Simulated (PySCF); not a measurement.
```xyz
23

C     3.4203   -0.6673   -0.5618
C     2.1396   -1.0242   -0.4605
Al    0.7960    0.3775   -0.0369
C     1.3376    2.2747    0.2341
C    -1.1421   -0.2518    0.1033
C    -1.2594   -1.3212    1.2017
C    -2.0913    0.9069    0.4328
C    -1.5738   -0.8869   -1.2286
H     3.7254    0.3613   -0.4172
H     4.2249   -1.3569   -0.7890
H     1.9123   -2.0803   -0.6217
H     2.0534    2.3792    1.0569
H     0.4984    2.9398    0.4619
H     1.8331    2.6855   -0.6525
H    -2.2673   -1.7407    1.2393
H    -1.0313   -0.8939    2.1789
H    -0.5580   -2.1365    1.0174
H    -2.0407    1.6741   -0.3408
H    -1.8192    1.3656    1.3841
H    -3.1250    0.5619    0.5041
H    -0.8858   -1.6848   -1.5124
H    -1.5747   -0.1429   -2.0260
H    -2.5773   -1.3120   -1.1570
```

Geometry: GFN2-xTB.

Method: PySCF, PBE0/pcSseg-1, SCF density, gas phase, non-relativistic.

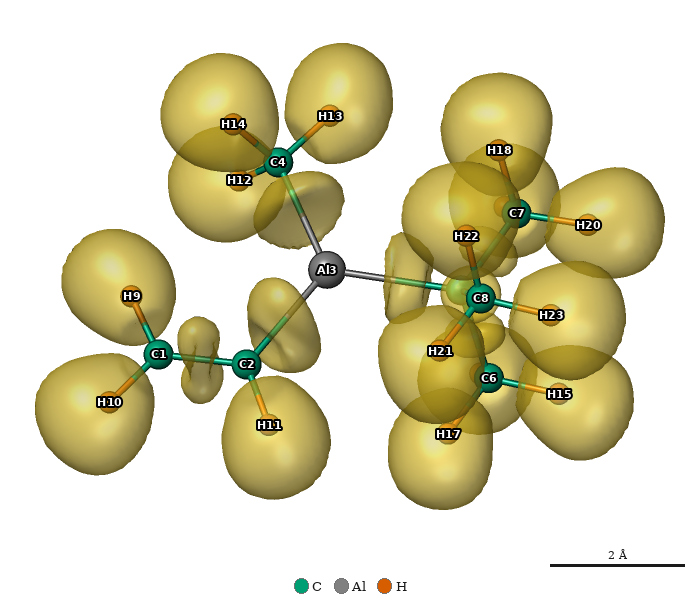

C7H15Al (SMILES C=[CH][Al]([CH3])[C](C)(C)C). Isosurface of the ELF at 0.8 (yellow), seen at a tilt. Only the valence region is drawn (cores and ρ < 0.01 e/Å³ removed).

**Identify the bonds, lone pairs and shells in this picture.**

The surface consists of three regions between bonded Al–C atoms (shared pairs), four regions between bonded C–C atoms (shared pairs) and 15 regions around hydrogen nuclei.

Values along the shortest contacts:
C–C (1.33 Å): the ELF peaks at about 0.95 between the atoms (a short, multiple covalent bond). C–Al (1.99 Å): the ELF peaks at about 0.95 between the atoms; a shared but strongly polarised pair.
